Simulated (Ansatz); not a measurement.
## Electronic structure of FHO3Si2 in real space

Input

```
crystal:
  periodic: [false, false, false]
  atoms:
    - {symbol: F, position_ang: [3.059789, -0.275788, -1.410613]}
    - {symbol: O, position_ang: [0.773347, 2.779737, 1.320568]}
    - {symbol: O, position_ang: [0.630254, 0.713725, -0.766056]}
    - {symbol: O, position_ang: [2.287896, 0.332813, 1.098199]}
    - {symbol: Si, position_ang: [1.235320, 1.414178, 0.549176]}
    - {symbol: Si, position_ang: [1.836359, -0.823405, -0.427401]}
    - {symbol: H, position_ang: [0.081573, 3.328682, 0.898766]}
basis:
  gaussian:
    orbitals: def2-TZVPD
output: {forces: true, orbitals: {seedname: orbitals}}
hamiltonian:
  xc: pbe0
```

Command:

```sh
ansatz run input.yaml --threads 1 --pin off --max-ram 2610MiB --events-out events.jsonl --progress --plain --runs-dir runs
```

Geometry: BLYP-D3(BJ)/def2-SVP.

The calculation used Ansatz 0.2.0, isolated molecule in a Gaussian basis; Kohn-Sham density functional theory, functional PBE0.

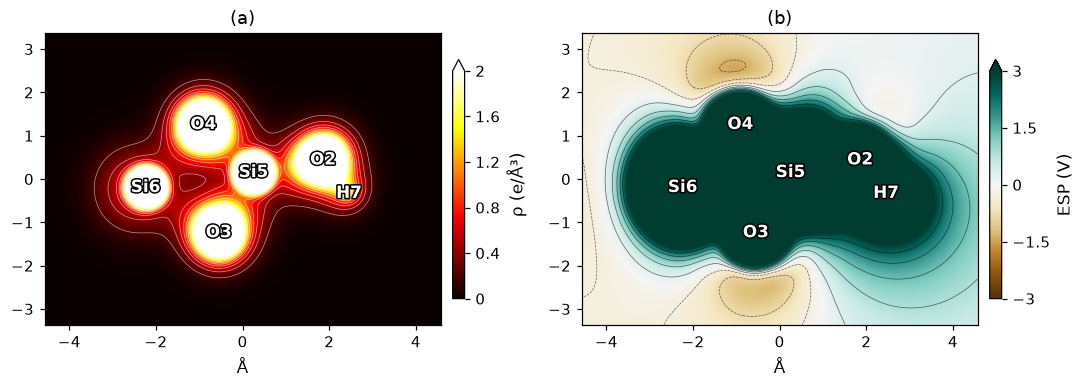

Figure 1. (a) total electron density; (b) electrostatic potential on the plane of atoms Si5, O3 and Si6.

### Interpret the plot.

Atoms in the plane: O, Si and H. Si–O (1.61 Å): the density is about 1.3 e/Å³ at the midpoint. O–H (0.98 Å): ρ at the midpoint is about 3.6 e/Å³. Outside the dense part of the molecule the potential is most negative (−1.4 V) near O4.

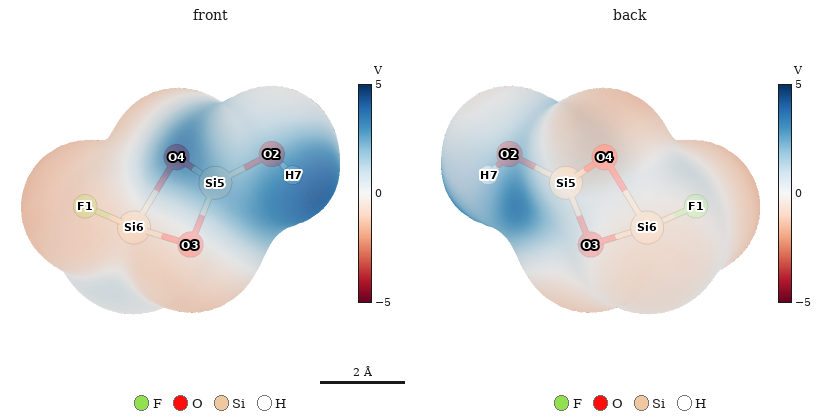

Figure 2. The electrostatic potential painted on the density surface at 0.002 e/bohr³, seen from the front and from behind; red is negative and blue positive.

### Which sites attract a positive test charge, and which a negative one?

A positive charge is drawn to the negative regions and a negative charge to the positive ones. The most negative region (about −1.3 V, or −30 kcal/mol for a unit charge) lies over F1, the most positive (about +4.0 V, or +92 kcal/mol for a unit charge) over H7.

### How polar is the molecule by this calculation?

Its dipole moment is 4.89 D.

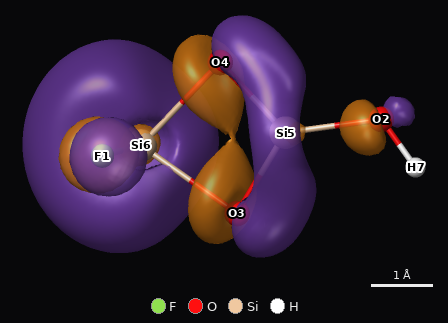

Figure 3. The HOMO at ±0.08 Å⁻³ᐟ² (orange and purple are the two phases), seen across its widest extent.

### Describe this orbital and give its energy.

By Hirshfeld shares it lies mainly on Si6 (about 70 %), F1 (about 10 %), O3 (about 5 %) and O4 (about 5 %). Its energy is −7.10 eV.
